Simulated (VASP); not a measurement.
Band structure of CdI₂ (1T layered). All values below come from PBE GGA with D3 dispersion (Becke-Johnson damping), VASP's PBE PAW potentials (set 64) (plane waves; VASP 6.6.1).

Unless said otherwise, spin-orbit coupling is left out, though it shifts the bands of the heavy elements here.

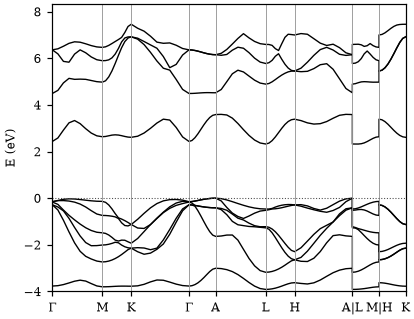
Fig. 1. Bands along high-symmetry lines, zero at the valence-band maximum or, without a gap, the Fermi level

### Question
Read the plot: is there a gap, and where are the band edges?

### Answer
The gap is indirect, 2.32 eV, from the valence maximum at A to the conduction minimum at L-M at 0.11. (Edges off the drawn lines would not show.)

The compound is CdI2 in the 1T layered structure. It was relaxed first.
